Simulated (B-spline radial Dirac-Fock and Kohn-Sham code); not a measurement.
**Inner shells of Pt⁶⁸⁺**

What does theory give for Pt⁶⁸⁺? The session works out its X-ray form factor and Compton profile, the binding energy of each subshell, how cheaper methods do for the levels and its two-hole states.

Program: B-spline radial Dirac-Fock and Kohn-Sham code, version 2. Model: a free atom or ion on a radial basis; each step names its model. All values are calculated, but those marked as tabulated.

### 1 The atom as given

Pt⁶⁸⁺, [He] 2s2 2p6.

```yaml
nuclear_charge: 78
electrons: 10
mass_number: 195
nuclear_rms_radius: 5.427 fm
```

### 2 X-ray scattering functions

Model: Dirac-Fock average of configuration, finite nucleus; form factor of the spherical density, Waller-Hartree incoherent function, impulse-approximation Compton profiles.

The run's settings:

```ini
task = scatter
Z = 78
charge = 68
configuration = 1s2 2s2 2p6
mass_number = 195
rms_radius = 5.427  # fm
s = [0.0, 0.06, 0.08, 0.09, 0.11, 0.14, 0.16, 0.2, 0.24, 0.29, 0.35, 0.42, 0.5, 0.61, 0.73, 0.89, 1.07, 1.29, 1.55, 1.88, 2.26, 2.73, 3.29]  # 1/A
pz = [0, 0.1, 0.2, 0.3, 0.4, 0.5, 0.6, 0.8, 1.0, 1.2, 1.4, 1.6, 1.8, 2.0, 2.5, 3.0, 4.0, 5.0, 7.0, 10.0, 15.0, 20.0, 30.0, 40.0, 60.0, 100.0]  # a.u.
photon_energy = [1000, 2000, 5000, 8047.8, 10000, 20000, 500000, 1000000]  # eV
```

From the run's result record (rounded, not every field):

```text
status: converged
form_factor [e]: [10.0, 9.9989, 9.998, 9.9975, 9.9962, 9.9939, 9.992, 9.9876, 9.9821, 9.9739, 9.962, 9.9453, 9.9226, 9.8851, 9.836, 9.7576, 9.6522, 9.5, 9.2892, 8.9786, 8.5705, 8.0093, 7.2908]
incoherent: [1.4571e-11, 0.0013132, 0.0023345, 0.0029544, 0.0044129, 0.0071466, 0.0093327, 0.014576, 0.020979, 0.030608, 0.044534, 0.064029, 0.090552, 0.1343, 0.19146, 0.28249, 0.40424, 0.57904, 0.81901, 1.1683, 1.6192, 2.225, 2.9772]
compton_total [1/a.u.]: [0.18844, 0.18844, 0.18843, 0.18842, 0.1884, 0.18837, 0.18834, 0.18825, 0.18814, 0.18801, 0.18786, 0.18768, 0.18747, 0.18725, 0.18658, 0.18576, 0.1837, 0.18108, 0.17427, 0.16069, 0.1323, 0.10252, 0.05606, 0.030635, 0.011148, 0.002491]
shells: ["1s1/2", "2s1/2", "2p1/2", "2p3/2"]
occupation: [2.0, 2.0, 2.0, 4.0]
mean_momentum [a.u.]: [83.611, 30.478, 39.819, 34.779]
r2 [bohr^2]: 0.042236
r_inverse [1/bohr]: 358.05
r1 [bohr]: 0.55587
coherent [b]: [66.511, 66.471, 66.189, 65.662, 65.2, 61.48, 1.5259, 0.41469]
incoherent_cross_section [b]: [0.00078502, 0.0031218, 0.019147, 0.04856, 0.073882, 0.2706, 2.5637, 2.0099]
```

The scattering functions against s = sin θ / λ:

```csv
s (1/Å),f (e),f / N,S(s)
0,10.00,1.000,0
0.0800,9.998,1.000,0.002334
0.110,9.996,1.000,0.004413
0.160,9.992,0.999,0.009333
0.240,9.982,0.998,0.02098
0.350,9.962,0.996,0.04453
0.500,9.923,0.992,0.09055
0.730,9.836,0.984,0.1915
1.07,9.652,0.965,0.4042
1.55,9.289,0.929,0.8190
2.26,8.571,0.857,1.619
3.29,7.291,0.729,2.977
```

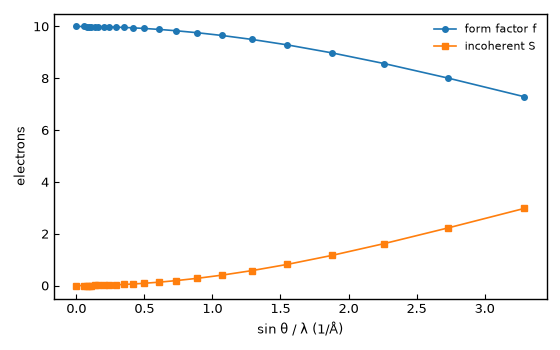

Form factor and incoherent scattering function.

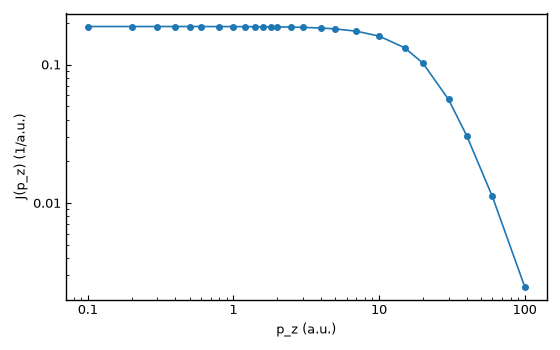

Compton profile, summed over all shells.

### 3 Core and valence levels

Model: Dirac-Fock average of configuration, Delta-SCF, finite nucleus, first-order Breit with its frequency dependence, self-energy and vacuum polarisation.

Settings, as recorded:

```ini
task = binding
```

From the run's result record (rounded, not every field):

```text
status: converged
shells: ["K", "L1", "L2", "L3"]
total_energy_parts [Ha]: [-12453.7788, 16.933046, -1.45393307, -0.354565922, 16.3893408, -3.17141082]
koopmans [eV]: [85204.0, 19888.7, 19367.8, 17573.1]
dirac_coulomb [eV]: [85179.5, 19885.9, 19363.2, 17569.9]
gaunt [eV]: [-284.919, -31.4075, -55.167, -35.9381]
retardation [eV]: [19.0122, 2.22027, 5.29291, 5.39879]
breit_frequency [eV]: [4.6027, -0.395962, -0.104585, 2.43659]
self_energy [eV]: [-181.097, -28.0551, -1.216, -2.76823]
vacuum_polarisation [eV]: [36.4092, 5.28824, 0.374013, -0.10848]
binding [eV]: [84773.5, 19833.6, 19312.4, 17539.0]
mean_radius [bohr]: [0.0171324, 0.0705124, 0.0580974, 0.0660956]
```

total_energy_parts: Dirac-Coulomb, Gaunt, retardation, frequency dependence, self-energy, vacuum polarisation. 

The binding energies by parts, in eV; the parts add up.

```csv
level,-ε,relaxation,Breit,QED,binding
1s,85204.0,-24.50,-261.30,-144.69,84773.5
2s,19888.7,-2.73,-29.58,-22.77,19833.6
2p1/2,19367.8,-4.52,-49.98,-0.84,19312.4
2p3/2,17573.1,-3.11,-28.10,-2.88,17539.0
```

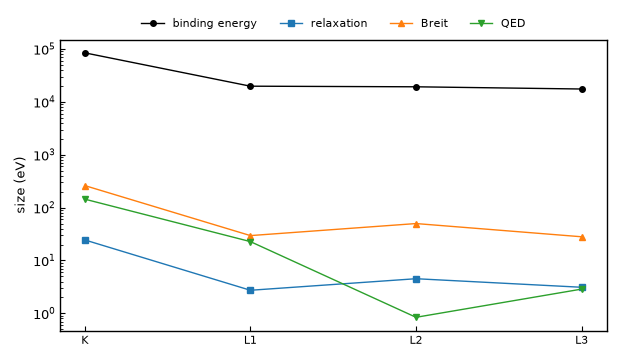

Binding energies and the sizes of their corrections, level by level (signs dropped).

### 4 Dirac LDA, for comparison

Model: Dirac-Kohn-Sham LDA (Slater exchange, VWN correlation), finite nucleus, spherical and without spin polarisation.

Recorded inputs:

```ini
task = binding-ladder
method = lda,vwn
relativity = dirac
```

From the run's result record (rounded, not every field):

```text
status: converged
shells: ["K", "L1", "L2", "L3"]
minus_eigenvalue [eV]: [84518.3, 19648.2, 19184.0, 17392.8]
delta_scf [eV]: [85181.6, 19813.5, 19386.0, 17570.2]
total_energy [Ha]: -12445.6633
dirac_fock_binding [eV]: [84773.5, 19833.6, 19312.4, 17539.0]
```

Against the Dirac-Fock value with Breit and QED (eV):

```csv
level,-ε,miss,ΔSCF,miss,Dirac-Fock
K,84518.3,-255.2,85181.6,+408.1,84773.5
L1,19648.2,-185.3,19813.5,-20.1,19833.6
L2,19184.0,-128.4,19386.0,+73.6,19312.4
L3,17392.8,-146.1,17570.2,+31.2,17539.0
```

### 5 Double vacancies and Auger multiplets

Model: Dirac-Fock average of configuration, Delta-SCF, finite nucleus, first-order Breit with its frequency dependence, self-energy and vacuum polarisation; two-hole levels by intermediate coupling within the shell, Auger rates as independent-particle Coulomb matrix elements.

Settings, as recorded:

```ini
task = double
```

From the run's result record (rounded, not every field):

```text
status: converged
single_binding [eV]: {"K": 84773.5, "L1": 19833.57, "L2": 19312.41, "L3": 17538.96}
double_binding [eV]: {"KK": 171197.6, "KL2": 104665.3, "KL3": 102798.4, "L1L1": 40015.98, "L1L2": 39487.4, "L1L3": 37693.93, "L2L2": 39054.46, "L2L3": 37226.97, "L3L3": 35440.03}
auger_lines [eV]:
  K-L123: [["L2L3", 2, 0.999876, 47535.8, 0.395353], ["L1L2", 1, 0.998715, 45273.0, 0.186061], ["L1L1", 0, 0.994827, 44750.9, 0.132718], ["L3L3", 2, 0.999876, 49343.4, 0.131852], ["L1L3", 1, 0.998715, 47025.1, 0.129753], ["L1L3", 2, 1.0, 47113.6, 0.032526]]
```

Auger rows: leading holes, J, purity, kinetic energy, width; the six strongest of each group. Left out are hole states that did not converge, or in which two open shells of one symmetry are about equally filled, where the average of configuration falls too low.

Hole-hole repulsion U = E(ab) - E(a) - E(b), in eV:

```csv
holes,double,sum of singles,U
K K,171197.6,169547.0,1650.6
K L2,104665.3,104085.9,579.4
K L3,102798.4,102312.5,485.9
L1 L1,40016.0,39667.1,348.8
L1 L2,39487.4,39146.0,341.4
L1 L3,37693.9,37372.5,321.4
L2 L2,39054.5,38624.8,429.6
L2 L3,37227.0,36851.4,375.6
L3 L3,35440.0,35077.9,362.1
```

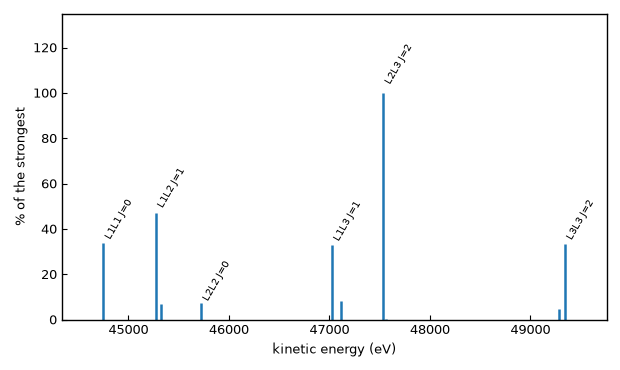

The K-L123 Auger multiplet.

### 6 non-relativistic HF, for comparison

Model: non-relativistic Hartree-Fock, average of configuration, point nucleus.

Recorded inputs:

```ini
task = binding-ladder
method = hf
relativity = nr
```

From the run's result record (rounded, not every field):

```text
status: converged
shells: ["1s", "2s", "2p"]
minus_eigenvalue [eV]: [77799.0, 17748.3, 17342.2]
delta_scf [eV]: [77780.6, 17746.3, 17339.2]
total_energy [Ha]: -11499.4287
```

Beside the Dirac-Fock ΔSCF result with Breit and QED, in eV:

```csv
level,-ε,miss,ΔSCF,miss,Dirac-Fock
1s,77799.0,-6974.5,77780.6,-6992.9,84773.5
2s,17748.3,-2085.3,17746.3,-2087.3,19833.6
2p,17342.2,-787.9,17339.2,-790.9,18130.1
```

Spin-orbit partners are averaged with weights 2j + 1.

### 7 Methods side by side

| method | level | eigenvalue miss (%) | ΔSCF miss (%) | time |
| --- | --- | --- | --- | --- |
| Dirac LDA | K | -0.30 | +0.48 | 0.57 s |
| non-relativistic HF | 1s | -8.23 | -8.25 | < 0.1 s |
| Dirac-Fock + Breit + QED | all | - | reference | 0.8 s |

Times cover the ground state and all hole states of a step, on one thread of a shared host; states solved in an earlier step are reused, and a first call can include compiling.

### 8 What came out

| quantity | value |
| --- | --- |
| rms radius of the electron cloud | 0.0650 bohr |
| Compton profile at zero | 0.1884 1/a.u. |
| deepest level listed, K (1s) | 84773.5 eV |
| least bound, L3 (2p3/2) | 17539.0 eV |
| Kα1 | 67234.5 eV |
| ionisation energy, NIST (theoretical) | 17540.0 eV |
| Dirac LDA, K: eigenvalue / ΔSCF | 84518.3 / 85181.6 eV |
| largest U, K K | 1650.6 eV |
| strongest line of K-L123 | L2L3, J = 2, 47535.8 eV |
| non-relativistic HF, 1s: eigenvalue / ΔSCF | 77799.0 / 77780.6 eV |

The cloud is so compact that f stays above half of 10 out to s = 3.29 1/Å. Incoherent scattering outweighs coherent from 500 keV on, among the energies asked. The K (1s) level lies 24.5 eV under Koopmans' value by relaxation alone; Breit gives -261.30 and QED -144.69 eV. NIST's ionisation energy differs by +1.04 eV from the least binding energy, within its stated uncertainty. Dirac LDA misses the K level by -0.3 % with its eigenvalue and by +0.5 % with ΔSCF. Breit and QED terms, which only the reference holds, shift this level by tenths of a per cent, so the eigenvalue's nearness can be cancellation. Two holes repel most in K K, by 1650.6 eV, and least in L1 L3, by 321.4 eV. In the K-L123 Auger group the L2L3 J = 2 line carries 37 % of the rate. Non-relativistic HF misses the 1s level by -8.2 % with its eigenvalue and by -8.2 % with ΔSCF, as relativity is missing. The Hartree-Fock and Dirac-Fock values hold no electron correlation.
